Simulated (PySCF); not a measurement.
**GeBNH5O3F: geometry relaxation**

- system: GeBNH5O3F
- method: PBE0-D3(BJ)/def2-SVP geometry optimisation, gas phase (PySCF 2.14.0)

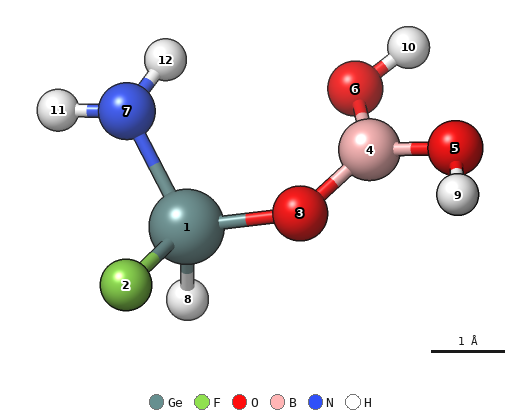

Figure 1. The structure as given in the input (ball-and-stick view, seen at a tilt; atoms are numbered from 1 in the order of the input). Sticks mark near contacts.

Results in brief:

- outcome: converged
- total energy: −2484.119827 hartree
- dipole moment: 2.87 D
- point group: C1
- hardware: 1 CPU thread, shared host
- wall time: 2 min
- peak memory: 0.73 GiB

The input:
```
{"job": {"xc": "PBE0", "basis": "def2-SVP", "d3": "d3bj", "grid": 2, "kind": "geom", "shake": 0.01}, "charge": 0, "multiplicity": 1}
Ge    -0.060605     0.635932     1.287257
F      1.094004     0.658398     2.549691
O      0.211364    -0.857955     0.512742
B     -0.031706    -1.267948    -0.735376
O      0.305369    -2.497207    -1.192089
O     -0.770593    -0.429221    -1.549805
N      0.419795     2.015582     0.212472
H     -1.369370     0.592680     2.019103
H      0.808195    -3.002708    -0.533538
H     -0.941646    -0.801156    -2.406115
H      0.321737     2.956743     0.574912
H      0.051946     1.969274    -0.722254
```

The first line tells a small driver script what to run in PySCF; the rest is the geometry in Å.

Launch command:
```bash
OMP_NUM_THREADS=1 python <driver script> task.json out
```

The program's output:
```
step   0  E = -2484.11392256  max force = 0.037017
step   1  E = -2484.11915818  max force = 0.010502
step   2  E = -2484.11967297  max force = 0.002422
step   3  E = -2484.11972931  max force = 0.002464
step   4  E = -2484.11981745  max force = 0.000573
step   5  E = -2484.11982210  max force = 0.000784
step   6  E = -2484.11982669  max force = 0.000335
optimisation converged
```

Trajectory as extended XYZ (Å, eV, eV/Å), 7 frames, from step=0 to step=6:
```
12
Properties=species:S:1:pos:R:3:forces:R:3 step=0 energy=-67596.18286
Ge   -0.0606    0.6359    1.2873   -0.0721   1.9035   0.2230
F     1.0940    0.6584    2.5497    0.5752   0.0220   0.6259
O     0.2114   -0.8580    0.5127    0.8028  -1.4495   0.0454
B    -0.0317   -1.2679   -0.7354   -1.1199   0.2226  -1.0514
O     0.3054   -2.4972   -1.1921    0.5026  -0.4619   0.1887
O    -0.7706   -0.4292   -1.5498    0.4455   0.1704   0.7250
N     0.4198    2.0156    0.2125    0.0323  -0.2816   0.3297
H    -1.3694    0.5927    2.0191   -0.6266   0.0439   0.1667
H     0.8082   -3.0027   -0.5335   -0.2304   0.2309  -0.2778
H    -0.9416   -0.8012   -2.4061   -0.0871  -0.3092  -0.6258
H     0.3217    2.9567    0.5749   -0.0088   0.0179   0.1466
H     0.0520    1.9693   -0.7222   -0.2133  -0.1090  -0.4960
12
Properties=species:S:1:pos:R:3:forces:R:3 step=1 energy=-67596.32533
Ge   -0.0393    0.6484    1.3514    0.3509  -0.4566   0.0932
F     1.1442    0.7313    2.6386   -0.3393  -0.0464  -0.3933
O     0.2453   -0.9357    0.5541   -0.0687   0.5401   0.3475
B    -0.0498   -1.2469   -0.7376    0.0494  -0.2037   0.2857
O     0.2919   -2.4666   -1.2441   -0.0694   0.1422  -0.1912
O    -0.7210   -0.3462   -1.5165   -0.0568   0.0873  -0.1961
N     0.3936    1.9352    0.1704    0.0065   0.0727   0.0036
H    -1.3955    0.6364    2.0773    0.1006  -0.0373  -0.0724
H     0.7702   -2.9899   -0.5960    0.0329  -0.0349   0.0813
H    -0.8786   -0.6889   -2.4023    0.0041   0.0138   0.0144
H     0.2792    2.8957    0.4779    0.0160   0.0060   0.0115
H    -0.0013    1.7995   -0.7569   -0.0261  -0.0832   0.0159
12
Properties=species:S:1:pos:R:3:forces:R:3 step=2 energy=-67596.33934
Ge   -0.0328    0.6419    1.3564    0.1006  -0.0755  -0.0103
F     1.1560    0.7428    2.6162   -0.0432  -0.0141  -0.0540
O     0.2451   -0.9357    0.5864   -0.0529  -0.0691   0.0225
B    -0.0501   -1.2427   -0.7064    0.1182   0.1109  -0.0237
O     0.2710   -2.4478   -1.2562   -0.0081   0.0078   0.1206
O    -0.6744   -0.3073   -1.4907   -0.1246   0.0405  -0.1049
N     0.3751    1.9118    0.1499    0.0188   0.1215   0.0166
H    -1.3767    0.6229    2.0892   -0.0230  -0.0154   0.0035
H     0.7275   -3.0048   -0.6179    0.0088  -0.0364   0.0019
H    -0.8207   -0.6313   -2.3851    0.0032  -0.0094   0.0119
H     0.2570    2.8775    0.4393    0.0124  -0.0088   0.0035
H    -0.0379    1.7451   -0.7646   -0.0103  -0.0521   0.0125
12
Properties=species:S:1:pos:R:3:forces:R:3 step=3 energy=-67596.34087
Ge   -0.0259    0.6393    1.3500   -0.0517   0.0522   0.0073
F     1.1571    0.7143    2.6077    0.1037   0.0082   0.1029
O     0.2412   -0.9267    0.5702   -0.0524   0.0342  -0.0861
B    -0.0563   -1.2298   -0.7226    0.0182  -0.0777  -0.0314
O     0.2788   -2.4466   -1.2353   -0.0017  -0.0404  -0.0610
O    -0.7069   -0.3210   -1.5228    0.0603  -0.0257   0.1267
N     0.3891    1.9271    0.1642    0.0115   0.0139  -0.0112
H    -1.3708    0.6109    2.0780   -0.0517   0.0115   0.0158
H     0.7378   -2.9831   -0.5799   -0.0246   0.0331  -0.0289
H    -0.8511   -0.6672   -2.4089    0.0082  -0.0145   0.0035
H     0.2737    2.8895    0.4652   -0.0085  -0.0108  -0.0187
H    -0.0278    1.7654   -0.7494   -0.0111   0.0159  -0.0190
12
Properties=species:S:1:pos:R:3:forces:R:3 step=4 energy=-67596.34327
Ge   -0.0259    0.6422    1.3534    0.0036  -0.0072   0.0063
F     1.1600    0.7221    2.6138    0.0089  -0.0024   0.0018
O     0.2421   -0.9283    0.5735   -0.0059   0.0061  -0.0214
B    -0.0502   -1.2354   -0.7196   -0.0295  -0.0110   0.0057
O     0.2731   -2.4497   -1.2468    0.0171   0.0036   0.0170
O    -0.6982   -0.3197   -1.5106    0.0078   0.0198   0.0059
N     0.3871    1.9271    0.1619    0.0087  -0.0005   0.0031
H    -1.3744    0.6178    2.0810    0.0026   0.0006  -0.0028
H     0.7304   -2.9964   -0.5997   -0.0013  -0.0030  -0.0054
H    -0.8448   -0.6613   -2.3981   -0.0004  -0.0018  -0.0039
H     0.2698    2.8903    0.4592   -0.0048  -0.0003  -0.0038
H    -0.0300    1.7635   -0.7516   -0.0068  -0.0039  -0.0025
12
Properties=species:S:1:pos:R:3:forces:R:3 step=5 energy=-67596.34340
Ge   -0.0226    0.6406    1.3559    0.0140  -0.0040   0.0059
F     1.1719    0.7194    2.6091   -0.0082  -0.0037  -0.0120
O     0.2381   -0.9301    0.5737   -0.0260   0.0121   0.0131
B    -0.0546   -1.2343   -0.7195    0.0403  -0.0031   0.0005
O     0.2678   -2.4494   -1.2455   -0.0138   0.0049  -0.0069
O    -0.6893   -0.3113   -1.5128   -0.0138  -0.0099  -0.0070
N     0.3831    1.9232    0.1594    0.0059   0.0092   0.0059
H    -1.3677    0.6187    2.0904    0.0077  -0.0016   0.0020
H     0.7196   -2.9986   -0.5969   -0.0014   0.0014   0.0004
H    -0.8324   -0.6502   -2.4021   -0.0024   0.0009  -0.0026
H     0.2663    2.8869    0.4551   -0.0032   0.0022   0.0009
H    -0.0414    1.7572   -0.7504    0.0008  -0.0084  -0.0002
12
Properties=species:S:1:pos:R:3:forces:R:3 step=6 energy=-67596.34352
Ge   -0.0204    0.6407    1.3570    0.0054  -0.0004   0.0018
F     1.1767    0.7154    2.6075    0.0008  -0.0021  -0.0023
O     0.2355   -0.9294    0.5729   -0.0172   0.0024   0.0015
B    -0.0557   -1.2334   -0.7208    0.0172   0.0019  -0.0020
O     0.2648   -2.4489   -1.2467   -0.0052   0.0001  -0.0032
O    -0.6905   -0.3109   -1.5148   -0.0057  -0.0054  -0.0025
N     0.3846    1.9238    0.1608    0.0038   0.0042   0.0029
H    -1.3638    0.6198    2.0938    0.0038  -0.0002   0.0051
H     0.7154   -2.9989   -0.5979   -0.0004   0.0001  -0.0002
H    -0.8330   -0.6503   -2.4040   -0.0014   0.0016   0.0012
H     0.2676    2.8874    0.4567   -0.0041   0.0008  -0.0007
H    -0.0421    1.7571   -0.7480    0.0030  -0.0031  -0.0016
```

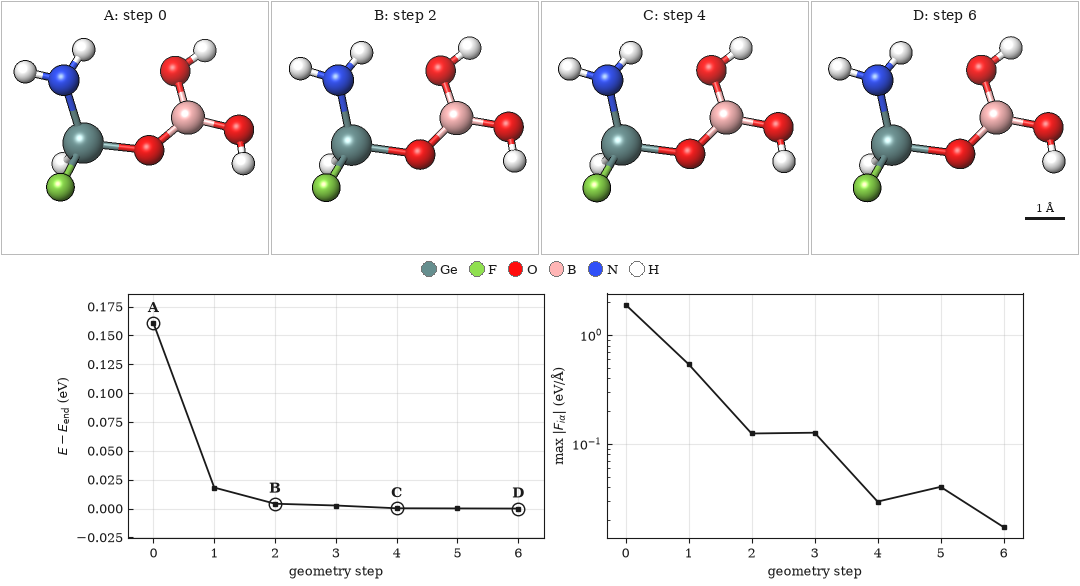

Figure 2. Frames of the relaxation (ball-and-stick view, seen at a tilt) above the curves, on which the letters mark them (steps are counted from 0).

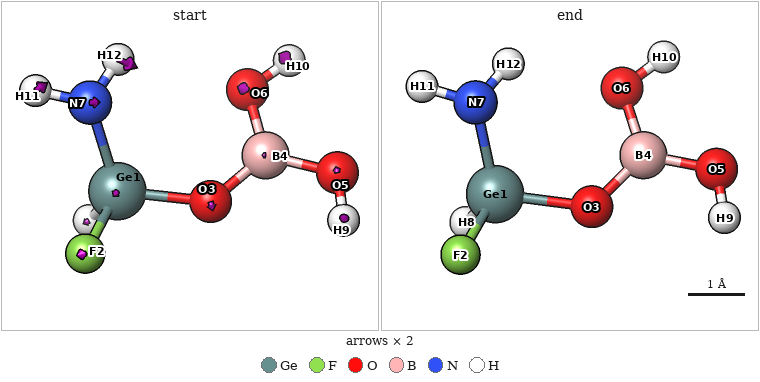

Figure 3. Before (left) and after (right) the relaxation, at one scale (ball-and-stick view, seen at a tilt). The pink arrows give the displacements, magnified 2 times. After 6 geometry steps the energy has fallen by 0.161 eV. The largest force component goes from 1.9 to 0.017 eV/Å. The atom that moves furthest after the best rigid fit is H12 (0.24 Å). By element the largest moves are H 0.24 Å, O 0.15 Å, N 0.11 Å, F 0.11 Å, Ge 0.07 Å, B 0.04 Å. Among the contacts that change: Ge1–O3 1.705 → 1.773 Å, Ge1–H8 1.500 → 1.532 Å, O3–B4 1.336 → 1.360 Å, Ge1–F2 1.711 → 1.733 Å. Among the angles that change: Ge1–O3–B4 131.6° → 126.0°, O3–Ge1–N7 110.8° → 107.7°, F2–Ge1–N7 104.4° → 107.1°. (Atoms are counted from 1 in the order of the input.)
